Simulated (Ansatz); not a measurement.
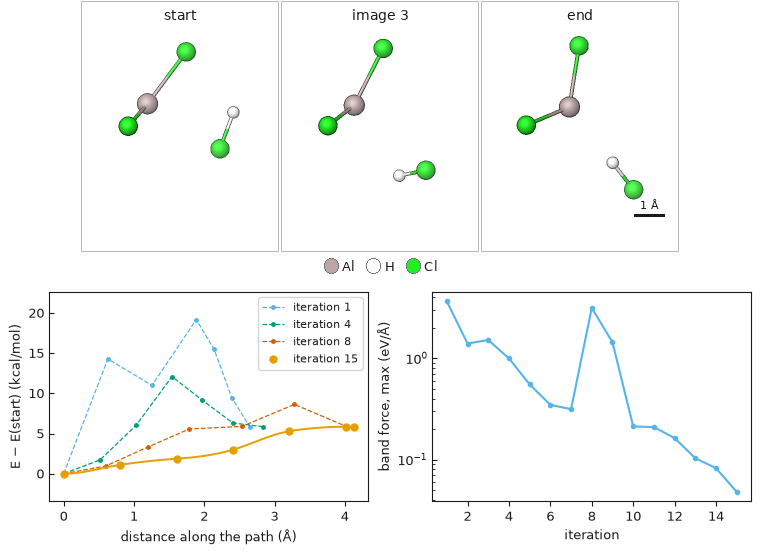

A search for the minimum-energy path of AlHCl3 (multiplicity 2), made up at the start of AlCl₂ and HCl by the nudged elastic band. Images are numbered from 0 (start) to 6 (end). The plot follows the band through its iterations. Style: ball-and-stick. Shown at a tilt.

Theory: UKS B3LYP/def2-SVP (Ansatz). Set-up: 5 movable images; climbing image; force threshold 0.05 eV/Å; iteration limit 60; starting path through a guess of the saddle point.

Judge this run.

The run is converged, with reservations. The band converged in 15 iterations. The largest component of the band force went from 3.6 to 0.048 eV/Å. The first iteration put the highest image at 19.18 kcal/mol. No barrier shows: the energy is highest at the end, and the end lies 5.85 kcal/mol above the start.

The run took 2.6 min on 2 threads of AMD EPYC 7R32 (Zen 2) (shared host), peak memory 0.25 GiB.
